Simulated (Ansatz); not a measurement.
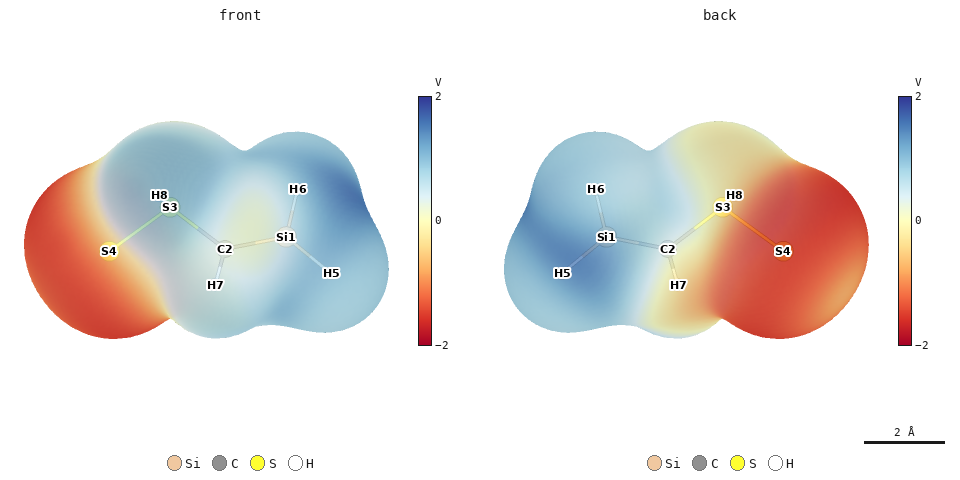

The picture shows: CH$_{4}$S$_{2}$Si. The electrostatic potential painted on the density surface at 0.001 e/bohr³, seen from the front and from behind; the colour scale runs from red (negative) to blue (positive).

Theory: UKS BHLYP/def2-SVP in Ansatz 0.2.0.

| atom | x (Å) | y (Å) | z (Å) |
| --- | --- | --- | --- |
| Si | -0.9126 | 1.3250 | 0.5657 |
| C | 0.3674 | 0.3712 | -0.0346 |
| S | 0.8875 | -1.1106 | 0.7767 |
| S | 0.9081 | -2.6157 | -0.5406 |
| H | -1.3992 | 2.5075 | -0.1561 |
| H | -1.5841 | 1.0132 | 1.8336 |
| H | 0.8482 | 0.5526 | -0.9918 |
| H | 2.1849 | -0.7467 | 0.9473 |

### Where is the surface potential most negative and most positive?

The most negative region (about −1.7 V) lies over S4, the most positive (about +1.6 V) over Si1.
